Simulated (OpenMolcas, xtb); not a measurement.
# SiN2H6O (SMILES N[SiH](N)O): the vertical ionisation energy, rung by rung

SiN2H6O has 10 atoms, charge 0, and is taken as a singlet. As SMILES, `N[SiH](N)O`. The shape is that of a PBE0-D4/def2-TZVP optimisation. This is one conformer, not always the lowest.

Each level gives the vertical ionisation energy (to the doublet cation) (eV). The values are calculated.

| level | kind | program | value (eV) | less CCSD(T)/def2-SVP | CPU time (all runs) |
| --- | --- | --- | --- | --- | --- |
| GFN1-xTB | semi-empirical | xtb | 14.10 | +4.50 | under 2 s |
| HF/def2-SVP | Hartree–Fock | OpenMolcas | 8.70 | -0.90 | 15 s |
| SVWN5/def2-SVP | LDA | OpenMolcas | 9.07 | -0.53 | 77 s |
| revPBE/def2-SVP | GGA | OpenMolcas | 8.85 | -0.75 | 2.3 min |
| M06-L/def2-SVP | meta-GGA | OpenMolcas | 9.17 | -0.43 | 2.9 min |
| TPSS/def2-SVP | meta-GGA | OpenMolcas | 8.91 | -0.69 | 2.9 min |
| B3LYP/def2-SVP | global hybrid | OpenMolcas | 9.31 | -0.29 | 88 s |
| CCSD(T)/def2-SVP, open shells restricted | coupled cluster or CI | OpenMolcas | 9.60 | 0.00 | 2.5 min |

CCSD(T)/def2-SVP, open shells restricted is the highest level here, not the true value. The values span 8.70 to 14.10 eV. The xTB values lack the empirical shift that such differences need. CPU times are rough (shared hosts, several kinds of processor): they show what a rung costs within a factor of a few.

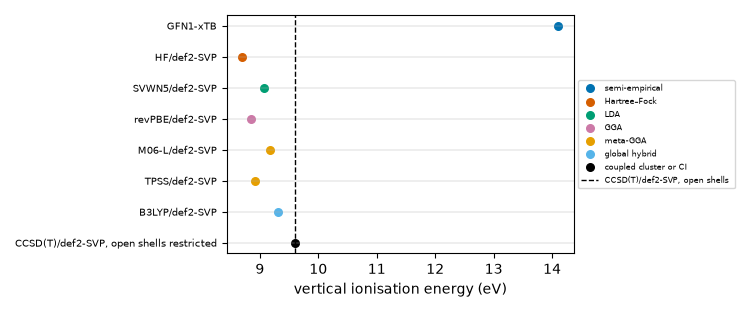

The values of the table, level by level.
